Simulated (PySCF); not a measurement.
# SmF (octet): what the fields show

| atom | x (Å) | y (Å) | z (Å) |
| --- | --- | --- | --- |
| Sm | 0.0000 | 0.0000 | -0.2301 |
| F | 0.0000 | 0.0000 | 1.8399 |

Computed with PBE0/x2c-TZVPall, spin-free X2C-1e, Gaussian nucleus, at a bond length of 2.070 Å in PySCF.

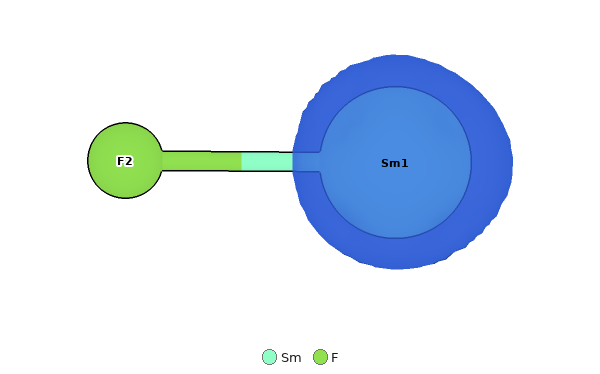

Figure 1. Isosurface of the spin density at +0.4 e/Å³ (blue), seen from one side.

Which atoms carry the spin?

The unpaired spin (7 electrons) lies mostly on Sm1 (about 7.0), in electrons by Hirshfeld's partition.

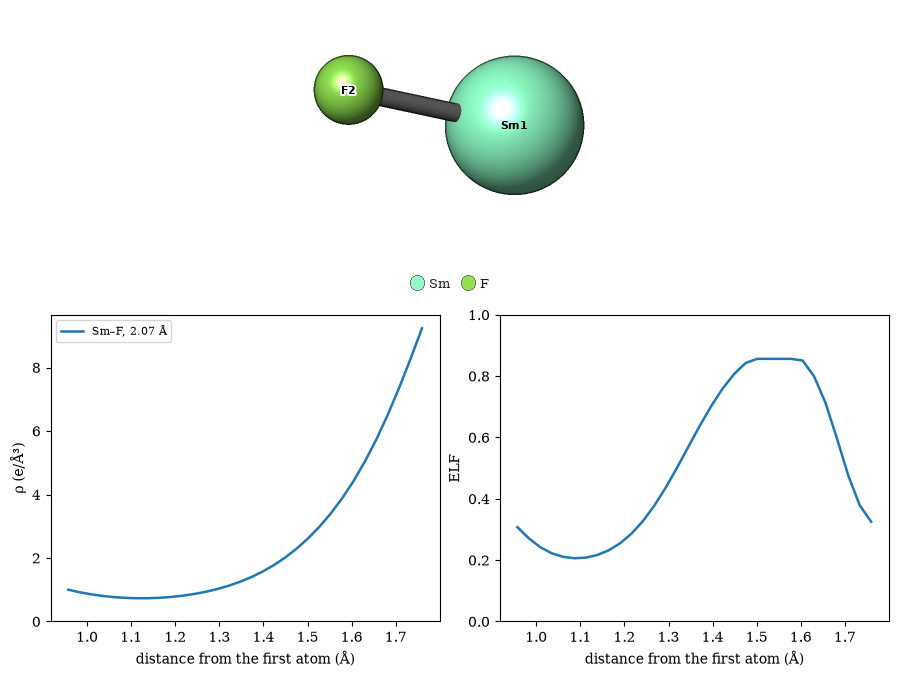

Figure 2. Electron density and electron localisation function along straight lines between neighbouring atoms. The curves leave out the atomic cores. The structure is drawn too.

What can be read from the curves?

Sm–F (2.07 Å): ρ at the midpoint is about 0.8 e/Å³; the ELF peaks at about 0.85 in the valence shell of F, 0.6 Å from its nucleus, and drops to about 0.20 between the two atoms.
